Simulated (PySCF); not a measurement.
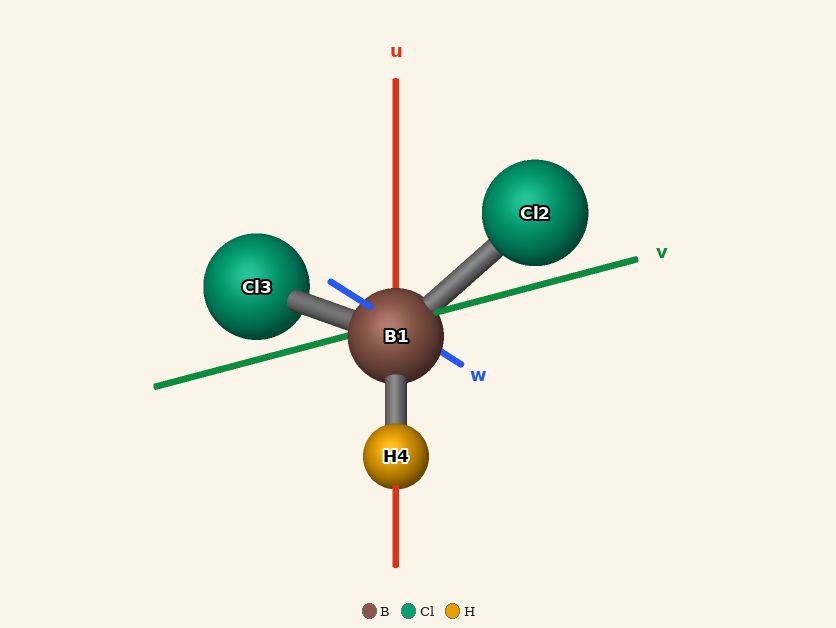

The lines u, v and w are the principal axes of the static dipole polarisability. Computed geometry: PBE0-D3(BJ)/def2-SVP optimisation. No frequency run is at hand to confirm it as a minimum. Method: ωB97X-D/def2-SVPD (PySCF 2.14.0).

Along which axis is the molecule most polarisable, and along which least?

Answer. Most along v (in the molecular plane), least along w (normal to the molecular plane).

Give the three principal values.

Answer. u 39.2, v 53.8, w 32.5 bohr³; mean 41.9, anisotropy 18.9 bohr³.
